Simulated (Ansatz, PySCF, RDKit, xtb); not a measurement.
**C6H9B: which of the isomers drawn lies lowest?, part 1 of 2**

Which of a sample of isomers of C6H9B is the most stable in the gas at 298.15 K, and what are its properties? The sample is small against all isomers, and the most stable one of this formula need not be in it.

The funnel: GFN2-xTB relaxations, single points with a density functional, relaxations at B3LYP/def2-SVP, harmonic vibrations (at GFN2-xTB), and a last energy at a higher level. All values are calculated.

### Step 1. Candidates

Isomers were taken from a list of plausible structures; this is a sample, not all of them. That gives 3 candidates.

```csv
label,SMILES,spin
c328,BC1=CC=CCC1,singlet
c637,BC1=CCCC=C1,singlet
c945,B[C@@H]1C=CC=CC1,singlet
```

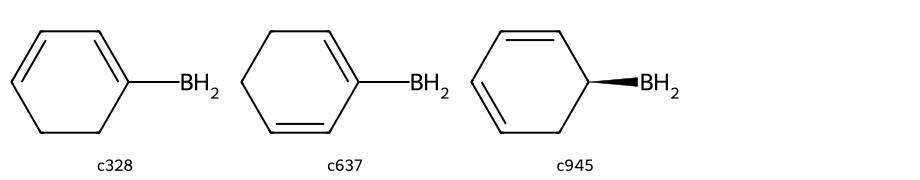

Structural formulas of the candidates.

Candidates are built by distance geometry, with a force field where one applies, in up to four conformers (letters a to d).

### Step 2. Cheap relaxation of all starts

All 3 starts are relaxed the same way. One of them, c328a (taken from a list of positional isomers, embedded by distance geometry and UFF), in full:

File start.xyz:

```xyz
16
c328a
C      0.095716     0.789889     0.473048
C      1.367956     0.455579    -0.049996
C      1.490194    -0.678153    -0.986816
C      0.451275    -1.490064    -1.193284
C     -0.810658    -1.356311    -0.419381
C     -1.060206     0.083443    -0.041236
B      0.003656     2.036800     1.441657
H     -1.076740     2.325657     1.802433
H      0.949974     2.611529     1.781482
H      2.235820     1.001089     0.230347
H      2.435486    -0.835235    -1.479801
H      0.598632    -2.331712    -1.904802
H     -1.651372    -1.797399    -0.981249
H     -0.713917    -1.944405     0.526388
H     -1.459225     0.579210    -0.955295
H     -1.894614     0.134077     0.735587
```

Launch:

```bash
xtb start.xyz --gfn 2 --opt
```

Log, cut to the lines that bear on the results:

```text
* xtb version 6.7.1
[...]
          :  # basis functions                  37          :
[...]
          :  # electrons                        36          :
[...]
          :  Hamiltonian                  GFN2-xTB          :
[...]
          :  net charge                          0          :
          :  unpaired electrons                  0          :
[...]
   *** convergence criteria satisfied after 14 iterations ***
[...]
   *** GEOMETRY OPTIMIZATION CONVERGED AFTER 10 ITERATIONS ***
[...]
   *** convergence criteria satisfied after 3 iterations ***
[...]
         ::                     SUMMARY                     ::
         :::::::::::::::::::::::::::::::::::::::::::::::::::::
         :: total energy             -18.618932808700 Eh    ::
         :: gradient norm              0.000247479561 Eh/a0 ::
         :: HOMO-LUMO gap              2.490645999618 eV    ::
         ::.................................................::
         :: SCC energy               -18.936676944933 Eh    ::
         :: -> isotropic ES            0.020113114447 Eh    ::
         :: -> anisotropic ES          0.006358271912 Eh    ::
         :: -> anisotropic XC          0.010907607238 Eh    ::
         :: -> dispersion             -0.011093673798 Eh    ::
         :: repulsion energy           0.317744136234 Eh    ::
         :: add. restraining           0.000000000000 Eh    ::
         :: total charge               0.000000000000 e     ::
         :::::::::::::::::::::::::::::::::::::::::::::::::::::
[...]
        18        2.0000           -0.3728909             -10.1469 (HOMO)
        19                         -0.2813614              -7.6562 (LUMO)
[...]
     #   Z          covCN         q      C6AA      α(0)
     1   6 C        2.870    -0.068    29.699     8.933
     2   6 C        2.914    -0.019    28.483     8.751
     3   6 C        2.901    -0.036    28.901     8.815
     4   6 C        2.903    -0.023    28.570     8.764
     5   6 C        3.810    -0.052    21.499     6.600
     6   6 C        3.813    -0.059    21.633     6.620
     7   5 B        2.785     0.218    18.035     7.100
     8   1 H        0.939    -0.103     5.661     3.720
     9   1 H        0.939    -0.103     5.664     3.721
    10   1 H        0.926     0.035     2.510     2.478
    11   1 H        0.926     0.029     2.606     2.525
    12   1 H        0.926     0.029     2.597     2.520
    13   1 H        0.924     0.037     2.495     2.470
    14   1 H        0.924     0.041     2.430     2.438
[...]
molecular dipole:
                 x           y           z       tot (Debye)
 q only:       -0.056      -0.350      -0.215
   full:       -0.025      -0.511      -0.345       1.568
molecular quadrupole (traceless):
[...]
          | TOTAL ENERGY              -18.618932808700 Eh   |
          | GRADIENT NORM               0.000247479561 Eh/α |
          | HOMO-LUMO GAP               2.490645999618 eV   |
           -------------------------------------------------
[...]
```

It took 0.079 s on 2 threads of Intel Xeon 6975P-C (Granite Rapids), shared host.

### Step 3. Distinct minima at GFN2-xTB

3 of the 3 relaxations converged. 3 distinct structures remain:

```csv
label,start,SMILES after,spin,energy (kcal/mol)
c328a,drawn,BC1=CC=CCC1,singlet,0.0
c637a,drawn,BC1=CCCC=C1,singlet,1.7
c945a,drawn,B[C@@H]1C=CC=CC1,singlet,7.2
```

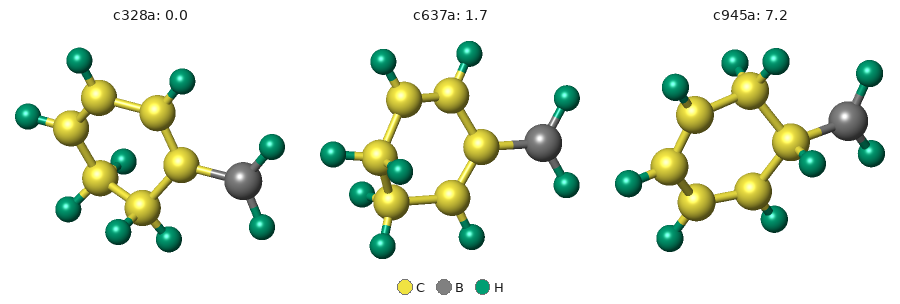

The 3 lowest minima that did not fall apart, with their GFN2-xTB energies in kcal/mol.

### Step 4. Single points on the low minima

A choice of the minima (the low ones first, few conformers of a pattern, up to a cap) and the lowest that fell apart get a single point at r2SCAN-D4/def2-SVP on the tight-binding geometry, and one at HF/STO-3G for comparison. The lowest singlets are also tried as triplets at the same geometry (label ending in t). The first, c328a:

File input.yaml:

```yaml
crystal:
  periodic: [false, false, false]
  atoms:
    - symbol: C
      position_ang: [0.127508, 0.825323, 0.447546]
    - symbol: C
      position_ang: [1.327457, 0.443770, -0.052425]
    - symbol: C
      position_ang: [1.465162, -0.636904, -0.997157]
    - symbol: C
      position_ang: [0.467620, -1.507211, -1.173755]
    - symbol: C
      position_ang: [-0.795196, -1.377208, -0.381180]
    - symbol: C
      position_ang: [-1.089252, 0.090870, -0.076361]
    - symbol: B
      position_ang: [-0.004520, 1.994440, 1.432799]
    - symbol: H
      position_ang: [-1.058345, 2.341933, 1.806207]
    - symbol: H
      position_ang: [0.955961, 2.541899, 1.816284]
    - symbol: H
      position_ang: [2.228388, 0.959018, 0.249449]
    - symbol: H
      position_ang: [2.400033, -0.737193, -1.529904]
    - symbol: H
      position_ang: [0.564038, -2.351665, -1.840855]
    - symbol: H
      position_ang: [-1.633271, -1.825639, -0.917998]
    - symbol: H
      position_ang: [-0.672589, -1.935713, 0.555936]
    - symbol: H
      position_ang: [-1.410808, 0.593718, -0.996863]
    - symbol: H
      position_ang: [-1.910207, 0.164556, 0.637358]
basis:
  gaussian:
    orbitals: def2-SVP
total_charge: 0
hamiltonian:
  xc: r2scan
  dispersion: d4
scf:
  lower_state_search: "off"
output: {orbitals: {seedname: orbitals}}
```

Launch:

```bash
ansatz run input.yaml --threads 2 --pin off --max-ram 5220MiB --events-out events.jsonl --progress --plain --runs-dir runs
```

Log, cut to the lines that bear on the results:

```text
Warning: RAYON_NUM_THREADS=2 ignored (pool sized by the plan → 2); use --threads N
Functional definition: r2SCAN
  name "r2SCAN"
[...]
1624 factors; their error is unknown
[...]
mean field -7034.11002530 eV, -258.4987755388 hartree, gradient 7.6e-6 eV, S^2 0.000000; 0 other end points of the search recorded, 0 dependent functions left out
reference -7034.11003718 eV, -258.4987759754 hartree; 25, 25 occupied and 118, 118 virtual orbitals, 1624 factors
Total energy: -7034.21347146 eV, -258.5025771151 hartree
Checks for a lower state left out: stability, starts, cluster_reference, orbital_swaps, neighbouring_geometries, increment
```

Run time: 1.6 s. Hardware: 2 threads of Intel Xeon 6975P-C (Granite Rapids), shared host; peak memory 0.19 GiB.

Relative energies in kcal/mol, each column from its lowest structure that stays in one piece:

```csv
label,SMILES,spin,GFN2-xTB,HF/STO-3G,r2SCAN-D4/def2-SVP
c328a,BC1=CC=CCC1,singlet,0.0,0.0,0.0
c637a,BC1=CCCC=C1,singlet,1.7,0.0,2.2
c945a,B[C@@H]1C=CC=CC1,singlet,7.2,10.0,11.0
c328at,BC1=CC=CCC1,triplet,–,–,50.4
c637at,BC1=CCCC=C1,triplet,–,–,55.3
c945at,B[C@@H]1C=CC=CC1,triplet,–,–,74.3
```

### Step 5. Refinement at B3LYP/def2-SVP

3 candidates are relaxed at B3LYP/def2-SVP (chosen among the lowest in one piece). The first, c328a:

File input.yaml:

```yaml
crystal:
  periodic: [false, false, false]
  atoms:
    - {symbol: C, position_ang: [0.127508, 0.825323, 0.447546]}
    - {symbol: C, position_ang: [1.327457, 0.443770, -0.052425]}
    - {symbol: C, position_ang: [1.465162, -0.636904, -0.997157]}
    - {symbol: C, position_ang: [0.467620, -1.507211, -1.173755]}
    - {symbol: C, position_ang: [-0.795196, -1.377208, -0.381180]}
    - {symbol: C, position_ang: [-1.089252, 0.090870, -0.076361]}
    - {symbol: B, position_ang: [-0.004520, 1.994440, 1.432799]}
    - {symbol: H, position_ang: [-1.058345, 2.341933, 1.806207]}
    - {symbol: H, position_ang: [0.955961, 2.541899, 1.816284]}
    - {symbol: H, position_ang: [2.228388, 0.959018, 0.249449]}
    - {symbol: H, position_ang: [2.400033, -0.737193, -1.529904]}
    - {symbol: H, position_ang: [0.564038, -2.351665, -1.840855]}
    - {symbol: H, position_ang: [-1.633271, -1.825639, -0.917998]}
    - {symbol: H, position_ang: [-0.672589, -1.935713, 0.555936]}
    - {symbol: H, position_ang: [-1.410808, 0.593718, -0.996863]}
    - {symbol: H, position_ang: [-1.910207, 0.164556, 0.637358]}
basis:
  gaussian: {orbitals: def2-SVP}
hamiltonian: {xc: {name: B3LYP}}
relax: {f_tol: 0.006}
scf: {lower_state_search: "off"}
```

Launch:

```bash
ansatz run input.yaml --threads 2 --pin off --max-ram 5220MiB --events-out events.jsonl --progress --plain --runs-dir runs
```

Log, cut to the lines that bear on the results:

```text
Warning: RAYON_NUM_THREADS=2 ignored (pool sized by the plan → 2); use --threads N
[...]
Functional definition: B3LYP
  name "B3LYP"
[...]
1666 factors; integrals over basis functions are off by at most 2.7e-4 eV
[...]
mean field -7038.90360267 eV, -258.6749362578 hartree, gradient 5.4e-6 eV, S^2 0.000000; 0 other end points of the search recorded, 0 dependent functions left out
[...]
reference -7038.90387244 eV, -258.6749461718 hartree; 25, 25 occupied and 118, 118 virtual orbitals, 1666 factors
relax step   1: F+E_penalty+E_count = -7038.90360267 eV  Δ(F+E_penalty+E_count) = +0.000e0 eV  max|allowed force component| = 8.680e-1 eV/Å  Δτ_max = 0.0000 Å  (17 SCF iters, accepted)
[...]
relax step   3: F+E_penalty+E_count = -7038.99509909 eV  Δ(F+E_penalty+E_count) = -7.726e-3 eV  max|allowed force component| = 1.096e-1 eV/Å  Δτ_max = 0.0311 Å  (20 SCF iters, accepted)
[...]
Atom 7 at    -1.040263     2.391347     1.872887 Å, force    -0.001149    -0.001961     0.000863 eV/Å
Atom 8 at     1.034040     2.569214     1.780339 Å, force     0.001292    -0.000058    -0.001485 eV/Å
Atom 9 at     2.216350     1.016645     0.254530 Å, force     0.001319    -0.000020     0.001283 eV/Å
Atom 10 at     2.439784    -0.762908    -1.505708 Å, force    -0.000369     0.001707    -0.001280 eV/Å
Atom 11 at     0.617760    -2.385171    -1.831899 Å, force     0.000963    -0.001383     0.002137 eV/Å
Atom 12 at    -1.646298    -1.833731    -0.972180 Å, force    -0.000884    -0.000739     0.000061 eV/Å
Atom 13 at    -0.722155    -1.989301     0.519480 Å, force     0.001427    -0.000247    -0.002215 eV/Å
Atom 14 at    -1.471609     0.593175    -0.980610 Å, force     0.001408     0.002825     0.000607 eV/Å
Atom 15 at    -1.944487     0.138687     0.654524 Å, force     0.000494    -0.000152    -0.000502 eV/Å
Dipole moment:     0.029220    -0.402668    -0.289279 e Å
Checks for a lower state left out: stability, starts, cluster_reference, orbital_swaps, neighbouring_geometries, increment
```

It took 25 s on 2 threads of Intel Xeon 6975P-C (Granite Rapids), shared host; peak memory 0.38 GiB.

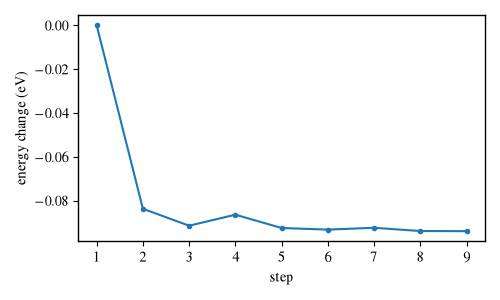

Energy along the run, all evaluated steps.

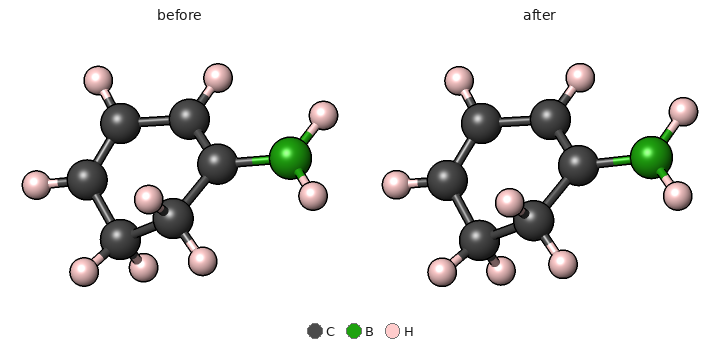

Before and after, at one scale.

After the run. Bond lengths: C1–C2 1.370 Å, C2–C3 1.456 Å, C3–C4 1.351 Å, C4–C5 1.506 Å, C1–C6 1.523 Å, C5–C6 1.535 Å, C1–B7 1.533 Å, B7–H8 1.210 Å, B7–H9 1.209 Å, C2–H10 1.095 Å, C3–H11 1.094 Å, C4–H12 1.095 Å, C5–H13 1.102 Å, C5–H14 1.110 Å, C6–H15 1.109 Å, C6–H16 1.101 Å. Some angles: C1–C2–C3 122.6°, C2–C1–C6 116.9°, C2–C1–B7 119.3°, C6–C1–B7 123.7°, C2–C3–C4 120.0°, C3–C4–C5 120.7°, C4–C5–C6 111.6°, C1–C6–C5 113.1°, C1–C2–H10 119.2°, C3–C2–H10 118.1°.

### Step 6. Ranking at B3LYP/def2-SVP

```csv
label,spin,r2SCAN-D4/def2-SVP (kcal/mol),"B3LYP/def2-SVP, relaxed (kcal/mol)",time
c328a,singlet,0.0,0.0,25 s
c637a,singlet,2.2,1.7,23 s
c945a,singlet,11.0,10.6,35 s
```

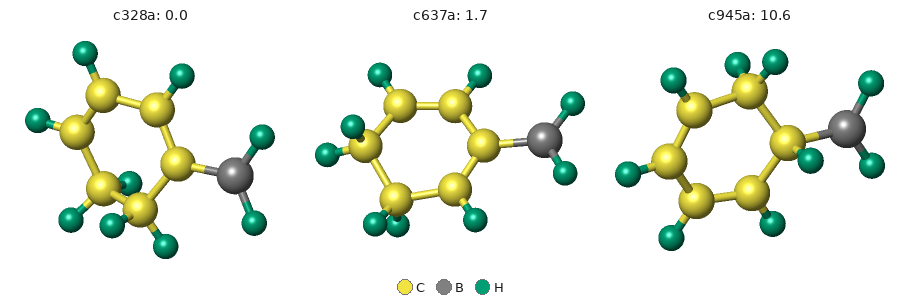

The relaxed structures, with energies at B3LYP/def2-SVP in kcal/mol.

### Step 7. Are they minima? Harmonic frequencies

The lowest few in one piece go on as finalists. In this search the thermal terms come from GFN2-xTB at its own nearest minimum. The first, c328a:

File start.xyz:

```xyz
16
c328a
C      0.102664     0.834239     0.451147
C      1.321731     0.465860    -0.053230
C      1.481836    -0.633801    -0.994129
C      0.478297    -1.520602    -1.174478
C     -0.811288    -1.386637    -0.408932
C     -1.114477     0.078218    -0.065953
B      0.020093     2.008761     1.433292
H     -1.040263     2.391347     1.872887
H      1.034040     2.569214     1.780339
H      2.216350     1.016645     0.254530
H      2.439784    -0.762908    -1.505708
H      0.617760    -2.385171    -1.831899
H     -1.646298    -1.833731    -0.972180
H     -0.722155    -1.989301     0.519480
H     -1.471609     0.593175    -0.980610
H     -1.944487     0.138687     0.654524
```

Launch:

```bash
xtb start.xyz --gfn 2 --ohess tight
```

Log, cut to the lines that bear on the results:

```text
* xtb version 6.7.1
[...]
          :  # basis functions                  37          :
[...]
          :  # electrons                        36          :
[...]
          :  Hamiltonian                  GFN2-xTB          :
[...]
          :  net charge                          0          :
          :  unpaired electrons                  0          :
[...]
   *** convergence criteria satisfied after 13 iterations ***
[...]
   *** GEOMETRY OPTIMIZATION CONVERGED AFTER 10 ITERATIONS ***
[...]
   *** convergence criteria satisfied after 3 iterations ***
[...]
         ::                     SUMMARY                     ::
         :::::::::::::::::::::::::::::::::::::::::::::::::::::
         :: total energy             -18.618933092485 Eh    ::
         :: gradient norm              0.000117315696 Eh/a0 ::
         :: HOMO-LUMO gap              2.490827790239 eV    ::
         ::.................................................::
         :: SCC energy               -18.936660946811 Eh    ::
         :: -> isotropic ES            0.020112373405 Eh    ::
         :: -> anisotropic ES          0.006358916801 Eh    ::
         :: -> anisotropic XC          0.010909766518 Eh    ::
         :: -> dispersion             -0.011093874598 Eh    ::
         :: repulsion energy           0.317727854326 Eh    ::
         :: add. restraining           0.000000000000 Eh    ::
         :: total charge               0.000000000000 e     ::
         :::::::::::::::::::::::::::::::::::::::::::::::::::::
[...]
        18        2.0000           -0.3729136             -10.1475 (HOMO)
        19                         -0.2813773              -7.6567 (LUMO)
[...]
molecular dipole:
                 x           y           z       tot (Debye)
 q only:       -0.056      -0.350      -0.214
   full:       -0.025      -0.511      -0.344       1.568
molecular quadrupole (traceless):
[...]
          | TOTAL ENERGY              -18.618933092484 Eh   |
          | TOTAL ENTHALPY            -18.480862823130 Eh   |
          | TOTAL FREE ENERGY         -18.519331259258 Eh   |
          | GRADIENT NORM               0.000117351006 Eh/α |
[...]
```

Wall time 0.4 s (2 threads of Intel Xeon 6975P-C (Granite Rapids), shared host).

### Step 8. Zero-point energy and free-energy terms

As xtb prints them, at 298.15 K, with its own treatment of low modes:

```csv
label,SMILES,spin,lowest mode (cm⁻¹),zero-point (kcal/mol),G − E (kcal/mol)
c328a,BC1=CC=CCC1,singlet,111,81.6,62.5
c637a,BC1=CCCC=C1,singlet,118,81.5,62.3
c945a,B[C@@H]1C=CC=CC1,singlet,102,80.8,61.6
```

### Step 9. The final energy

Each finalist gets a single point at CCSD(T)/def2-SVP + MP2/def2-TZVPP - MP2/def2-SVP.

c328a, CCSD(T)/def2-SVP:

File input.yaml:

```yaml
crystal:
  periodic: [false, false, false]
  atoms:
    - symbol: C
      position_ang: [0.102664, 0.834239, 0.451147]
    - symbol: C
      position_ang: [1.321731, 0.465860, -0.053230]
    - symbol: C
      position_ang: [1.481836, -0.633801, -0.994129]
    - symbol: C
      position_ang: [0.478297, -1.520602, -1.174478]
    - symbol: C
      position_ang: [-0.811288, -1.386637, -0.408932]
    - symbol: C
      position_ang: [-1.114477, 0.078218, -0.065953]
    - symbol: B
      position_ang: [0.020093, 2.008761, 1.433292]
    - symbol: H
      position_ang: [-1.040263, 2.391347, 1.872887]
    - symbol: H
      position_ang: [1.034040, 2.569214, 1.780339]
    - symbol: H
      position_ang: [2.216350, 1.016645, 0.254530]
    - symbol: H
      position_ang: [2.439784, -0.762908, -1.505708]
    - symbol: H
      position_ang: [0.617760, -2.385171, -1.831899]
    - symbol: H
      position_ang: [-1.646298, -1.833731, -0.972180]
    - symbol: H
      position_ang: [-0.722155, -1.989301, 0.519480]
    - symbol: H
      position_ang: [-1.471609, 0.593175, -0.980610]
    - symbol: H
      position_ang: [-1.944487, 0.138687, 0.654524]
basis:
  gaussian:
    orbitals: def2-SVP
magnetization:
  spin_polarized: false
correlation:
  method: ccsd_t
  frozen_orbitals: {C: 1, H: 0, B: 1}
```

Launch:

```bash
ansatz run input.yaml --threads 2 --pin off --max-ram 5220MiB --events-out events.jsonl --progress --plain --runs-dir runs
```

Log, cut to the lines that bear on the results:

```text
Warning: RAYON_NUM_THREADS=2 ignored (pool sized by the plan → 2); use --threads N
Functional definition: HF
  name "HF"
[...]
1488 factors; integrals over basis functions are off by at most 1.4e-3 eV
[...]
mean field -6990.69223338 eV, -256.9032011154 hartree, gradient 9.4e-6 eV, S^2 0.000000; 0 other end points of the search recorded, 0 dependent functions left out; unrestricted orbitals would lower it
7 core orbitals not correlated: weight in the atoms' cores, before any rotation towards them, 1.000 or more for the frozen orbitals, at most 0.000 for the correlated occupied ones
reference -6990.69223338 eV, -256.9032011154 hartree; 18, 18 occupied and 118, 118 virtual orbitals, 1488 factors
second order -24.02743722 eV of doubles, -0.00000000 eV of singles
cycle   1  -25.01526055 eV  change   -9.9e-1 eV  update   1.1e-1
[...]
cycle  10  -25.87275787 eV  change    2.6e-5 eV  update   2.5e-5
perturbative correction -1.02397141 eV, -0.0376302551 hartree
Total energy: -7017.58896266 eV, -257.8916376851 hartree
```

Wall time 18 s (2 threads of Intel Xeon 6975P-C (Granite Rapids), shared host); peak memory 1.3 GiB.

### Step 10. c328a at MP2/def2-TZVPP

input.yaml, as its differences from that of step 9:

```diff
@@ -36,8 +36,3 @@
 basis:
-  gaussian:
-    orbitals: def2-SVP
-magnetization:
-  spin_polarized: false
-correlation:
-  method: ccsd_t
-  frozen_orbitals: {C: 1, H: 0, B: 1}
+  gaussian: {orbitals: def2-TZVPP}
+correlation: {method: mp2, frozen_orbitals: {C: 1, H: 0, B: 1}}
```

Launch:

```bash
ansatz run input.yaml --threads 2 --pin off --max-ram 5220MiB --events-out events.jsonl --progress --plain --runs-dir runs
```

Log:

```text
Warning: RAYON_NUM_THREADS=2 ignored (pool sized by the plan → 2); use --threads N
Functional definition: HF
  name "HF"
  exchange = exact_x
  correlation = 0
2038 factors; integrals over basis functions are off by at most 8.9e-4 eV
mean field evaluation 1: about -6993.0036 eV, gradient 4.0e1 eV
mean field evaluation 2: about -6993.3364 eV, gradient 4.0e1 eV
mean field evaluation 4: about -6998.1221 eV, gradient 5.7e0 eV
mean field evaluation 8: about -6998.2259 eV, gradient 2.3e-1 eV
mean field -6998.22643735 eV, -257.1800780043 hartree, gradient 6.0e-6 eV, S^2 0.000000; 0 other end points of the search recorded, 0 dependent functions left out; unrestricted orbitals would lower it
mean field evaluation 16: about -6998.2616 eV, gradient 2.7e0 eV
7 core orbitals not correlated: weight in the atoms' cores, before any rotation towards them, 1.000 or more for the frozen orbitals, at most 0.000 for the correlated occupied ones
reference -6998.22643735 eV, -257.1800780043 hartree; 18, 18 occupied and 318, 318 virtual orbitals, 2038 factors
second order -29.12633325 eV of doubles, -0.00000000 eV of singles
Total energy: -7027.35277060 eV, -258.2504510088 hartree
```

Wall time 13 s (2 threads of Intel Xeon 6975P-C (Granite Rapids), shared host); peak memory 1.3 GiB.

(Continued in part 2 of 2.)
